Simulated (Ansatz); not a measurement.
# PHF2 (difluorophosphine) at wB97M-V/STO-3G

What is the vertical ionisation energy of PHF2 (difluorophosphine) at wB97M-V/STO-3G? 

The results are computed with Ansatz 0.2.0.

65 further runs of the same task are left out: 6 that didn't finish, 59 set aside as unsound or not needed.

## (1) The structure to begin with

The species is PHF2 (4 atoms), meant as a singlet with charge 0. SMILES: `FPF`. The shape is that of a GFN2-xTB optimisation.

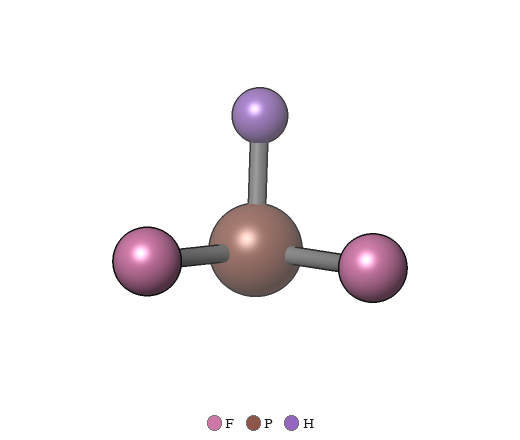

The structure, seen from a chosen angle (fluorine pink, phosphorus brown, hydrogen purple).

## (2) The energy at wB97M-V/STO-3G

run.yaml reads:

```yaml
crystal:
  periodic: [false, false, false]
  atoms:
    - symbol: F
      position_ang: [1.200700, 0.603880, -0.244050]
    - symbol: P
      position_ang: [-0.020800, -0.433020, -0.460000]
    - symbol: F
      position_ang: [-1.177160, 0.665480, -0.195640]
    - symbol: H
      position_ang: [-0.002740, -0.836340, 0.899690]
basis:
  gaussian:
    orbitals: STO-3G
hamiltonian:
  xc: {name: wB97M-V}
accuracy: high
```

The run is started by

```sh
$ ansatz run run.yaml --threads 1 --pin off --max-ram 2610MiB --events-out events.jsonl --progress --plain --runs-dir runs
```

Log:

```text
Warning: RAYON_NUM_THREADS=1 ignored (pool sized by the plan → 1); use --threads N
Functional definition: wB97M-V
  name "wB97M-V"
  parameter omega = 0.3/bohr
  parameter cx = 0.15
  parameter cx01 = 1.007
  parameter cx10 = 0.259
  parameter css00 = 0.443
  parameter css04 = -1.437
  parameter css10 = -4.535
  parameter css20 = -3.390
  parameter css43 = 4.278
  parameter cos00 = 1.000
  parameter cos10 = 1.358
  parameter cos20 = 2.924
  parameter cos21 = -8.812
  parameter cos60 = -1.390
  parameter cos61 = 9.142
  parameter b = 6.0
  parameter c = 0.01
  gx(w, u) = 1 - cx + cx01*u + cx10*w
  gss(w, u) = css00 + css04*u^4 + css10*w + css20*w^2 + css43*w^4*u^3
  gos(w, u) = cos00 + cos10*w + (cos20 + cos21*u)*w^2 + (cos60 + cos61*u)*w^6
  exchange = spin_sum(e_x_unif_sr(omega)*gx(b97_w, b97_u_x)) + cx*exact_x_sr(omega) + exact_x_lr(omega)
  correlation = spin_sum(e_c_pw_mod_same_spin*gss(b97_w, b97_u_same))
      + integral(e_c_pw_mod_opposite_spin*gos(b97_w_opposite, b97_u_opposite)) + vv10(b, c)
361 factors; integrals over basis functions are off by at most 2.7e-8 eV
128 factors; integrals over basis functions are off by at most 8.4e-10 eV
mean field evaluation 1: about -14552.5759 eV, gradient 2.3e1 eV
mean field evaluation 2: about -14554.3881 eV, gradient 1.3e1 eV
mean field evaluation 4: about -14554.9401 eV, gradient 9.1e-2 eV
mean field evaluation 8: about -14554.9355 eV, gradient 8.1e-4 eV
mean field evaluation 16: about -14554.9355 eV, gradient 1.1e-7 eV
mean field -14554.93550238 eV, -534.8840140228 hartree, gradient 1.8e-8 eV, S^2 0.000000; 0 other end points of the search recorded, 0 dependent functions left out
reference -14554.93550396 eV, -534.8840140808 hartree; 17, 17 occupied and 3, 3 virtual orbitals, 361 factors
Total energy: -14554.93550396 eV, -534.8840140808 hartree
```

Wall time 17 s (1 thread of Arm Neoverse V1, shared host); peak memory 0.26 GiB.

## (3) The doublet cation, same level

input.yaml reads:

```yaml
crystal:
  periodic: [false, false, false]
  atoms:
    - {symbol: F, position_ang: [1.200700, 0.603880, -0.244050]}
    - {symbol: P, position_ang: [-0.020800, -0.433020, -0.460000]}
    - {symbol: F, position_ang: [-1.177160, 0.665480, -0.195640]}
    - {symbol: H, position_ang: [-0.002740, -0.836340, 0.899690]}
basis:
  gaussian:
    orbitals: STO-3G
total_charge: 1
magnetization:
  spin_polarized: true
  initial_magnetization: 1
hamiltonian:
  xc: {name: wB97M-V}
accuracy: high
```

The run is started by

```sh
$ ansatz run input.yaml --threads 1 --pin off --max-ram 2610MiB --events-out events.jsonl --progress --plain --runs-dir runs
```

Log, shortened:

```text
Warning: RAYON_NUM_THREADS=1 ignored (pool sized by the plan → 1); use --threads N
[... 2 set-up lines as earlier in the session ...]
[...]
  gx(w, u) = 1 - cx + cx01*u + cx10*w
  gss(w, u) = css00 + css04*u^4 + css10*w + css20*w^2 + css43*w^4*u^3
  gos(w, u) = cos00 + cos10*w + (cos20 + cos21*u)*w^2 + (cos60 + cos61*u)*w^6
[...]
      + integral(e_c_pw_mod_opposite_spin*gos(b97_w_opposite, b97_u_opposite)) + vv10(b, c)
361 factors; integrals over basis functions are off by at most 2.7e-8 eV
127 factors; integrals over basis functions are off by at most 8.4e-10 eV
[...]
mean field -14547.34454806 eV, -534.6050515970 hartree, gradient 3.1e-8 eV, S^2 0.757102; 0 other end points of the search recorded, 0 dependent functions left out
reference -14547.34454962 eV, -534.6050516542 hartree; 17, 16 occupied and 3, 4 virtual orbitals, 361 factors
Total energy: -14547.34454962 eV, -534.6050516542 hartree
```

Wall time 28 s (1 thread of Arm Neoverse V1, shared host); peak memory 0.47 GiB.

## (4) Outcome

At wB97M-V/STO-3G:

| quantity | value |
| --- | --- |
| singlet PHF2: total energy | -534.88401 Eh |
| doublet cation: total energy | -534.60505 Eh |
| doublet cation: ⟨S²⟩ | 0.757 |
| vertical ionisation energy (to the doublet cation) | 7.591 eV |

What this shows: Removing an electron at fixed nuclei costs 7.59 eV (732 kJ/mol). In a minimal basis such a difference can be off by several eV, whatever the method.
